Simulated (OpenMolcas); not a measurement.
# Excited-state calculation of C3H6S2 (part 3 of 3)

Continued. System: C3H6S2 (1,2-dithiolane), SMILES C1CSSC1. Method: CASPT2/ANO-L-VDZP (OpenMolcas 26.06). A bond length was changed on purpose from its optimised value.

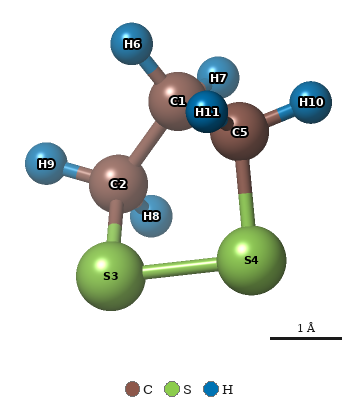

**Figure 1.** The structure (ball-and-stick view, seen at a tilt; atoms are numbered from 1 in the order of the input).

The program's output, continued:
```
-----------------------------------------------------------------------------------------------------------------------------
   1    -0.000752   -0.003338   -0.002967   -0.048837   -0.027842   -0.016244   -0.079945   -0.463725   -0.643649    0.027792
   2    -0.000809   -0.003625   -0.003101   -0.050798   -0.028591   -0.016700   -0.080943   -0.464670   -0.649237    0.005804
   3    -0.000816   -0.003639   -0.003106   -0.050833   -0.028583   -0.016706   -0.080879   -0.464558   -0.649119    0.001657
   4    -0.000818   -0.003649   -0.003105   -0.050788   -0.028547   -0.016689   -0.080811   -0.464501   -0.648906    0.000385
   5    -0.000818   -0.003649   -0.003104   -0.050786   -0.028547   -0.016688   -0.080814   -0.464506   -0.648912    0.000102
   6    -0.000818   -0.003649   -0.003104   -0.050787   -0.028549   -0.016689   -0.080819   -0.464510   -0.648924    0.000023
   7    -0.000818   -0.003649   -0.003104   -0.050787   -0.028549   -0.016689   -0.080818   -0.464510   -0.648923    0.000006
   8    -0.000818   -0.003649   -0.003104   -0.050787   -0.028549   -0.016689   -0.080818   -0.464510   -0.648923    0.000001
-----------------------------------------------------------------------------------------------------------------------------

  FINAL CASPT2 RESULT:

      Reference energy:        -912.2373235352
      E2 (Non-variational):      -0.6489228919
      Shift correction:          -0.0045261288
      E2 (Variational):          -0.6534490207
      Total energy:            -912.8907725559
      Residual norm:              0.0000003668
      Reference weight:           0.79385

      Contributions to the CASPT2 correlation energy
      Active & Virtual Only:         -0.0197931820
      One Inactive Excited:          -0.1324227221
      Two Inactive Excited:          -0.4967069878

++ Denominators, etc.
--------------------------------------------------------------------------------------------------------------
 Report on small energy denominators, large coefficients, and large energy contributions.
CASE  SYMM ACTIVE-MIX  NON-ACTIVE INDICES          DENOMINATOR     RHS VALUE       COEFFICIENT     CONTRIBUTION
AIVX     1  Mu1.0002  In1.026 Se1.051               1.69058896      0.04036942     -0.02582919     -0.00104271
--

   (Skipping property calculation,
    use PROP keyword to activate)
--

  Total CASPT2 energies:
::    CASPT2 Root  1     Total energy:   -912.89077256

  A NEW JOBIPH FILE NAMED 'JOBMIX' IS PREPARED.
********************************************************************************
--- Stop Module: caspt2 /rc=_RC_ALL_IS_WELL_ ---
--- Module caspt2 spent 3 seconds ---

--- Start Module: rassi ---

                                               &RASSI

                       available to each process: 1.9 GB of memory, 1 thread

      ********************************************************************************
      *                             General data section                             *
      ********************************************************************************

   Specific data for JOBIPH file JOBMIX
   -------------------------------------

   Header from SEWARD:

   CASSCF title (first line only):
       (No title given)

  STATE IRREP:                1
  SPIN MULTIPLICITY:          1
  ACTIVE ELECTRONS:           4
  MAX RAS1 HOLES:             0
  MAX RAS3 ELECTRONS:         0
  NR OF CONFIG:              20
 ###############################################################################
 ###    WARNING: EJOB used when HEFF is available, possible                  ###
 ###    extra interaction between states is ignored!                         ###
 ###############################################################################

   The following data are common to all the states:
   ------------------------------------------------
   (note: frozen counts as inactive, deleted as secondary)

      Nr of irreps: 1

                 Total     No./Irrep
      Irrep                  1
                             a

      INACTIVE      26      26
      ACTIVE         4       4
      SECONDARY     78      78
      BASIS        108     108

      RAS1           0       0
      RAS2           4       4
      RAS3           0       0

        MATRIX ELEMENTS WILL BE COMPUTED FOR THE FOLLOWING ONE-ELECTRON OPERATORS, UNLESS ZERO BY SYMMETRY.
   (Herm=Hermitian, Anti=Antihermitian, Sing=Singlet operator, Trip=Triplet operator)
     MLTPL  0   1 (HERMSING)     MLTPL  1   1 (HERMSING)     MLTPL  1   2 (HERMSING)
     MLTPL  1   3 (HERMSING)     MLTPL  2   1 (HERMSING)     MLTPL  2   2 (HERMSING)
     MLTPL  2   3 (HERMSING)     MLTPL  2   4 (HERMSING)     MLTPL  2   5 (HERMSING)
     MLTPL  2   6 (HERMSING)     VELOCITY   1 (ANTISING)     VELOCITY   2 (ANTISING)
     VELOCITY   3 (ANTISING)     ANGMOM     1 (ANTISING)     ANGMOM     2 (ANTISING)
     ANGMOM     3 (ANTISING)     MLTPV  2   1 (ANTISING)     MLTPV  2   2 (ANTISING)
     MLTPV  2   3 (ANTISING)     MLTPV  2   4 (ANTISING)     MLTPV  2   5 (ANTISING)
     MLTPV  2   6 (ANTISING)

       EIGENSTATES OF A SPIN-FREE HAMILTONIAN WILL BE COMPUTED BASED ON:

  a Hamiltonian matrix assumed to be diagonal with energies read from the wavefunction file(s).

  Nr of states:                    1

   State:        1
  JobIph:        1
 Root nr:        1

  HAMILTONIAN MATRIX FOR THE ORIGINAL STATES:

  Diagonal, with energies
   -912.89077256

      OVERLAP MATRIX FOR THE ORIGINAL STATES:

  Diagonal, with elements
      1.00000000

::    RASSI State    1     Total energy:    -912.89077255589598

      ****************************************************************************************************
      *                                         Spin-free section                                        *
      *                 Note: index according to input order, order according to energy.                 *
      ****************************************************************************************************

  SPIN-FREE ENERGIES:
  (Shifted by EMIN (a.u.) =       -912.8907725559)

 SF State       Relative EMIN(au)   Rel lowest level(eV)    D:o, cm**(-1)

     1             0.0000000000        0.0000000000              0.0000

++ Dipole transition strengths (spin-free states):
   -----------------------------------------------
     for osc. strength at least  1.00000000E-05

  ( Max oscillator strength is only    0.0000000000000000      )
--

++ Velocity transition strengths (spin-free states):
   -------------------------------------------------
     for osc. strength at least  1.00000000E-05

  ( Max oscillator strength is only    0.0000000000000000      )
--

++ Length and velocity gauge comparison (spin-free states):
   --------------------------------------------------------

 --------------------------------------------------
 A comparison between the dipole oscillator strengths in
 length and velocity gauge will be performed

     All dipole oscillator differences above the tolerance of   1.00000000E-01  will be printed

 Due to basis set deficiency these oscillator may be problematic

 The tolerance is defined as ABS(1-O_l/O_v)
 O_l : dipole oscillator strength in length gauge
 O_p : dipole oscillator strength in velocity gauge
 --------------------------------------------------

 No problematic oscillator strengths above the tolerance   0.10000000000000001       have been found

--

 Electric-dipole - electric-octupole not included
 Electric-dipole - magnetic-quadrupole not included

      ****************************************************************************************************
      *                                    Special properties section                                    *
      ****************************************************************************************************

--- Stop Module: rassi /rc=_RC_ALL_IS_WELL_ ---

.##################.
.# Happy landing! #.
.##################.

    Timing: Wall=27.59 User=25.83 System=1.55
```

The run was set up as follows.

Input:
```
* C3H6S2 CASPT2

&GATEWAY
 Coord
 11
 angstrom
 C       -0.510560       0.622273       0.216242
 C       -0.126870      -0.533287       1.150932
 S        1.263560      -1.464587       0.416512
 S        0.391720      -1.377957      -1.433348
 C        0.012270       0.395703      -1.208868
 H       -0.098360       1.559123       0.592862
 H       -1.488650       0.703230       0.204920
 H       -0.952690      -1.233187       1.274192
 H        0.204790      -0.189317       2.127172
 H       -0.717520       0.661473      -1.969368
 H        0.935810       0.946453      -1.383818
 Basis=ANO-L-VDZP
 Group=NoSym
 RICD

&SEWARD

&RASSCF
 FileOrb=$CurrDir/step2.RasOrb
 Spin=1
 Nactel=4 0 0
 Inactive=26
 Ras2=4
 OrbListing=Nothing
 OrbAppear=Compact

&CASPT2
 Imaginary=0.2
 Frozen=10

&RASSI
 NrOfJobIphs=1 all
 IphNames
 JOBMIX
 EJob
```

Launch command:
```bash
export MOLCAS_MEM=1860
pymolcas step4.input > step4.log
```

Results in brief:

- outcome: converged
- total energy: −912.890773 hartree
- CASSCF energy: −912.237324 hartree
- basis functions: 108
- hardware: 1 thread of AMD EPYC (Zen 3), 16 GiB of memory available, shared host
- wall time: 28 s
- peak memory: 0.094 GiB
